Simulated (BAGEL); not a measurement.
# singlet GeSiH4F+: a chain of runs

We compute the energy (singlet GeSiH4F+, HF/cc-pVDZ), then a single-point energy (doublet GeSiH4F, NEVPT2(3,3)/cc-pVDZ), then the energy (doublet GeSiH4F, CASPT2(3,3)/cc-pVDZ) of FGeH4Si. 

The results are computed with BAGEL 1.2.2.

## (1) The structure to begin with

GeSiH4F+ has 7 atoms, charge +1, and is taken as a singlet. SMILES of the parent species: `F[SiH][GeH3]`. One bond was lengthened or shortened from a relaxed shape. That shape belongs to the parent species and isn't relaxed for this state.

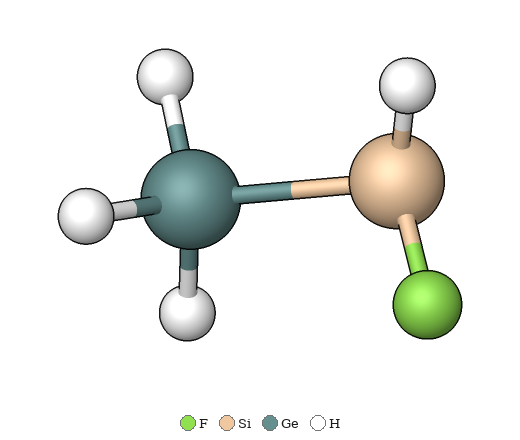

Viewed from a chosen angle; fluorine green, silicon light orange, germanium teal, hydrogen white.

## (2) The energy at HF/cc-pVDZ (density fitting with svp-jkfit) (run 1)

Input file input.json:

```json
{ "bagel": [

{
  "title": "molecule",
  "basis": "cc-pvdz.json",
  "df_basis": "svp-jkfit",
  "angstrom": "true",
  "geometry": [
    { "atom": "F", "xyz": [      -0.744956,      -1.950320,       1.268165 ] },
    { "atom": "Si", "xyz": [      -0.797156,      -1.293220,      -0.200735 ] },
    { "atom": "Ge", "xyz": [       0.417044,       0.760680,      -0.222935 ] },
    { "atom": "H", "xyz": [      -0.325400,      -2.158700,      -1.001700 ] },
    { "atom": "H", "xyz": [       0.372944,       1.312480,      -1.657335 ] },
    { "atom": "H", "xyz": [      -0.247756,       1.771980,       0.721765 ] },
    { "atom": "H", "xyz": [       1.885944,       0.572780,       0.199065 ] }
  ]
},

{ "title": "hf", "charge": 1 },

{ "title": "print", "file": "orbitals.molden", "orbitals": "true" }

]}
```

The basis set cc-pVDZ is read from a file made from the Basis Set Exchange's data (not shown).

The run is started by

```sh
$ BAGEL_NUM_THREADS=1 BAGEL input.json > input.out
```

What it wrote:

```text
* using 1 threads per process

  ===============================================================
  ===============================================================

  *** Geometry ***

  { "atom" : "F", "xyz" : [     -1.407763,     -3.685571,      2.396485 ] },
  { "atom" : "Si", "xyz" : [     -1.506407,     -2.443832,     -0.379334 ] },
  { "atom" : "Ge", "xyz" : [      0.788099,      1.437477,     -0.421286 ] },
  { "atom" : "H", "xyz" : [     -0.614917,     -4.079352,     -1.892939 ] },
  { "atom" : "H", "xyz" : [      0.704762,      2.480228,     -3.131909 ] },
  { "atom" : "H", "xyz" : [     -0.468191,      3.348557,      1.363938 ] },
  { "atom" : "H", "xyz" : [      3.563918,      1.082397,      0.376178 ] },

  Number of auxiliary basis functions:      543

  Since a DF basis is specified, we compute 2- and 3-index integrals:
    o Being stored without compression. Storage requirement is 0.027 GB

  Number of basis functions:       79
  Number of electrons      :       59

    * METHOD: MOLECULE                             0.36

  *** RHF ***

  === Nuclear Repulsion ===
   244.7039601573

      * DIIS with orbital gradients will be used.

  === RHF iteration (cc-pvdz.json) ===
      0      -2465.55884051          0.01331973           0.10
      1      -2465.65870536          0.00956308           0.09
      2      -2465.71976116          0.00132307           0.09
      3      -2465.72153422          0.00026402           0.08
      4      -2465.72159702          0.00007478           0.09
      5      -2465.72160537          0.00002243           0.09
      6      -2465.72160617          0.00000619           0.09
      7      -2465.72160625          0.00000229           0.09
      8      -2465.72160626          0.00000109           0.08
      9      -2465.72160626          0.00000049           0.08
     10      -2465.72160626          0.00000013           0.09
     11      -2465.72160626          0.00000004           0.09
     12      -2465.72160626          0.00000001           0.09
     13      -2465.72160626          0.00000001           0.10
    * SCF iteration converged.

    * Permanent dipole moment:
           (    1.030471,     0.778650,     1.063007) a.u.

    * METHOD: HF                                   1.51

    * METHOD: PRINT                                0.02

  ===============================================================
```

Wall time 2.1 s (1 thread of Arm Neoverse V1, shared host); peak memory 0.13 GiB.

## (3) Doublet neutral GeSiH4F: the energy at NEVPT2(3,3)/cc-pVDZ (density fitting with svp-jkfit) (run 2)

Input file input.json:

```json
{ "bagel" : [

{
  "title" : "molecule",
  "basis" : "cc-pvdz.json",
  "df_basis" : "svp-jkfit",
  "angstrom" : true,
  "geometry" : [
    { "atom" : "F", "xyz" : [   -0.744956,   -1.950320,    1.268165 ] },
    { "atom" : "Si", "xyz" : [   -0.797156,   -1.293220,   -0.200735 ] },
    { "atom" : "Ge", "xyz" : [    0.417044,    0.760680,   -0.222935 ] },
    { "atom" : "H", "xyz" : [   -0.325400,   -2.158700,   -1.001700 ] },
    { "atom" : "H", "xyz" : [    0.372944,    1.312480,   -1.657335 ] },
    { "atom" : "H", "xyz" : [   -0.247756,    1.771980,    0.721765 ] },
    { "atom" : "H", "xyz" : [    1.885944,    0.572780,    0.199065 ] }
  ]
},
{
  "title" : "hf",
  "charge" : 1
},
{
  "title" : "casscf",
  "nstate" : 1,
  "nact" : 3,
  "nclosed" : 28,
  "nspin" : 1,
  "active" : [26, 30, 36],
  "maxiter" : 200,
  "natocc" : true
},
{
  "title" : "nevpt2",
  "nstate" : 1,
  "nact" : 3,
  "nclosed" : 28,
  "nspin" : 1,
  "active" : [26, 30, 36],
  "maxiter" : 200,
  "natocc" : true,
  "ncore" : 15
},
{
  "title" : "print",
  "file" : "orbitals.molden",
  "orbitals" : true
}

]}
```

The basis set cc-pVDZ is read from a file made from the Basis Set Exchange's data (not shown).

The run is started by

```sh
$ BAGEL_NUM_THREADS=1 BAGEL input.json > input.out
```

What it wrote:

```text
* using 1 threads per process

  ===============================================================
  ===============================================================

  *** Geometry ***

  { "atom" : "F", "xyz" : [     -1.407763,     -3.685571,      2.396485 ] },
  { "atom" : "Si", "xyz" : [     -1.506407,     -2.443832,     -0.379334 ] },
  { "atom" : "Ge", "xyz" : [      0.788099,      1.437477,     -0.421286 ] },
  { "atom" : "H", "xyz" : [     -0.614917,     -4.079352,     -1.892939 ] },
  { "atom" : "H", "xyz" : [      0.704762,      2.480228,     -3.131909 ] },
  { "atom" : "H", "xyz" : [     -0.468191,      3.348557,      1.363938 ] },
  { "atom" : "H", "xyz" : [      3.563918,      1.082397,      0.376178 ] },

  Number of auxiliary basis functions:      543

  Since a DF basis is specified, we compute 2- and 3-index integrals:
    o Being stored without compression. Storage requirement is 0.027 GB

  Number of basis functions:       79
  Number of electrons      :       59

    * METHOD: MOLECULE                             0.32

  *** RHF ***

  === Nuclear Repulsion ===
   244.7039601573

      * DIIS with orbital gradients will be used.

  === RHF iteration (cc-pvdz.json) ===
      0      -2465.55884051          0.01331973           0.10
      1      -2465.65870536          0.00956308           0.09
      2      -2465.71976116          0.00132307           0.09
[... 10 lines of this table left out ...]
     13      -2465.72160626          0.00000001           0.09
    * SCF iteration converged.

    * Permanent dipole moment:
           (    1.030471,     0.778650,     1.063007) a.u.

    * METHOD: HF                                   1.50

  ---------------------------
      CASSCF calculation
  ---------------------------

    ==== Active orbitals : =====
         Orbital 26
         Orbital 30
         Orbital 36
    ============================

    * nstate   :      1
    * nclosed  :     28
    * nact     :      3
    * nvirt    :     48
  === CASSCF iteration (cc-pvdz.json) ===

    * Using the second-order algorithm

      0  0     -2465.98593957     1.11e-02      0.03

      1  0     -2466.01780476     5.66e-04      0.49
[... 47 lines of this table left out ...]
     25  0     -2466.03457566     8.27e-09      0.51

    * Second-order optimization converged. *

     guess   0:   closed 1..                  open .1.

  === FCI iteration ===

      0  0     -2466.01744917     7.06e-02      0.00
      1  0     -2466.03452885     2.67e-03      0.00
      2  0     -2466.03457479     3.41e-04      0.00
[... 4 lines of this table left out ...]
      7  0 *   -2466.03457566     2.17e-15      0.00

     * ci vector, state   0, <S^2> = 0.7500
       2a.     0.9967357254
       .a2     0.0784194985

    * METHOD: CASSCF                              14.44

    * freezing 15 orbitals

  === DF-NEVPT2 calculation ===

    * 3-index integral transformation done
    * assembly done

      NEVPT2 correlation energy:   -0.3655005464      0.16

          (+0)     -0.2531516817
          (+0)'    -0.0498087134
          (+1)     -0.0108767186
          (+1)'    -0.0012850607
          (+2)     -0.0004385793
          (-1)     -0.0433585530
          (-1)'    -0.0007737734
          (-2)     -0.0058074663

      NEVPT2 total energy:       -2466.4000762077

    * METHOD: NEVPT2                               0.32

    * METHOD: PRINT                                0.02

  ===============================================================
```

Wall time 17 s (1 thread of Arm Neoverse V1, shared host); peak memory 0.14 GiB.

## (4) Doublet neutral GeSiH4F: a single-point energy at CASPT2(3,3)/cc-pVDZ (density fitting with svp-jkfit) (run 3)

Input file input.json:

```json
{ "bagel": [

{
  "title": "molecule",
  "basis": "cc-pvdz.json",
  "df_basis": "svp-jkfit",
  "angstrom": true,
  "geometry": [
    { "atom": "F", "xyz": [      -0.744956,      -1.950320,       1.268165 ] },
    { "atom": "Si", "xyz": [      -0.797156,      -1.293220,      -0.200735 ] },
    { "atom": "Ge", "xyz": [       0.417044,       0.760680,      -0.222935 ] },
    { "atom": "H", "xyz": [      -0.325400,      -2.158700,      -1.001700 ] },
    { "atom": "H", "xyz": [       0.372944,       1.312480,      -1.657335 ] },
    { "atom": "H", "xyz": [      -0.247756,       1.771980,       0.721765 ] },
    { "atom": "H", "xyz": [       1.885944,       0.572780,       0.199065 ] }
  ]
},

{ "title": "hf", "charge": 1 },

{ "title": "casscf", "nstate": 1, "nact": 3, "nclosed": 28, "nspin": 1, "active": [26, 30, 36], "maxiter": 200, "natocc": true },

{ "title": "print", "file": "orbitals.molden", "orbitals": true },

{ "title": "smith", "method": "caspt2", "ms": true, "xms": true, "sssr": true, "shift": 0.2, "shift_imag": true, "ncore": 15 }

]}
```

The basis set cc-pVDZ is read from a file made from the Basis Set Exchange's data (not shown).

The run is started by

```sh
$ BAGEL_NUM_THREADS=1 BAGEL input.json > input.out
```

What it wrote:

```text
* using 1 threads per process

  ===============================================================
  ===============================================================

  *** Geometry ***

  { "atom" : "F", "xyz" : [     -1.407763,     -3.685571,      2.396485 ] },
  { "atom" : "Si", "xyz" : [     -1.506407,     -2.443832,     -0.379334 ] },
  { "atom" : "Ge", "xyz" : [      0.788099,      1.437477,     -0.421286 ] },
  { "atom" : "H", "xyz" : [     -0.614917,     -4.079352,     -1.892939 ] },
  { "atom" : "H", "xyz" : [      0.704762,      2.480228,     -3.131909 ] },
  { "atom" : "H", "xyz" : [     -0.468191,      3.348557,      1.363938 ] },
  { "atom" : "H", "xyz" : [      3.563918,      1.082397,      0.376178 ] },

  Number of auxiliary basis functions:      543

  Since a DF basis is specified, we compute 2- and 3-index integrals:
    o Being stored without compression. Storage requirement is 0.027 GB

  Number of basis functions:       79
  Number of electrons      :       59

    * METHOD: MOLECULE                             0.32

  *** RHF ***

[... 11 lines left out ...]
    * SCF iteration converged.
[... 1 line left out ...]
    * Permanent dipole moment:
[... 28 lines left out ...]
    * Second-order optimization converged. *
[... 11 lines left out ...]
     * ci vector, state   0, <S^2> = 0.7500
[... 16 lines left out ...]
    * Zeroth order energy : state  0       -1.8872036049

    * CASPT2 iteration is performed using orthogonal basis

      -------------------------------------------  CASPT2 iteration  ---------------------------------------------------
       #      aibj      arbs      arbi      airj      risj      airs      arst      rist         Etot      error   time
      ------------------------------------------------------------------------------------------------------------------

       0  -0.25349  -0.00672  -0.04509  -0.01246  -0.00057  -0.04522  -0.00077  -0.00123   -0.3655530  0.0035918   0.09
       1  -0.25416  -0.00685  -0.04553  -0.01279  -0.00067  -0.04701  -0.00083  -0.00136   -0.3692045  0.0007950   0.07
       2  -0.25429  -0.00687  -0.04545  -0.01283  -0.00068  -0.04716  -0.00083  -0.00138   -0.3695041  0.0002197   0.07
[... 4 lines of this table left out ...]
       7  -0.25429  -0.00687  -0.04547  -0.01281  -0.00068  -0.04718  -0.00083  -0.00139   -0.3695221  0.0000005   0.09

      ------------------------------------------------------------------------------------------------------------------

    * CASPT2 energy : state  0    -2466.4062006480
        w/o shift correction      -2466.4040977332
        reference weight              0.8920546089

    * METHOD: SMITH                                0.94

  ===============================================================
```

Wall time 17 s (1 thread of Arm Neoverse V1, shared host); peak memory 0.19 GiB.

## (5) Results

```
                                    quantity           value
             run 1, HF/cc-pVDZ: total energy  -2465.72161 Eh
              run 1, HF/cc-pVDZ: HOMO energy       -17.75 eV
              run 1, HF/cc-pVDZ: LUMO energy        -7.15 eV
            run 1, HF/cc-pVDZ: HOMO–LUMO gap        10.60 eV
doublet neutral GeSiH4F, run 2: total energy  -2466.40008 Eh
doublet neutral GeSiH4F, run 3: total energy  -2466.40620 Eh
```
